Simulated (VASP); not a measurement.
Band structure of VS (space group P6_3/mmc). Method: LDA (Ceperley-Alder, Perdew-Zunger), VASP's LDA PAW potentials (set 64) (plane waves; VASP).

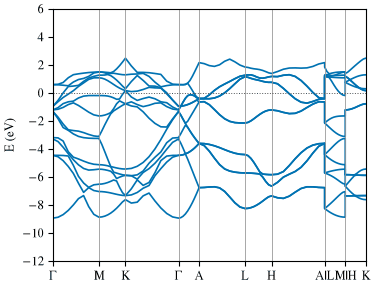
Figure. Bands along high-symmetry lines, zero at the valence-band maximum or, without a gap, the Fermi level

**Question.** Read the plot: is there a gap, and where are the band edges?

**Answer.** It has no gap at this level: it comes out as a metal or semimetal. (Edges off the drawn lines would not show.)

The structure comes from a computed database's VS entry (P6_3/mmc); how it stands against other phases isn't given here. It was relaxed first, which changed the volume by -7 %. The run is not spin-polarised, so no magnetic state was tried.
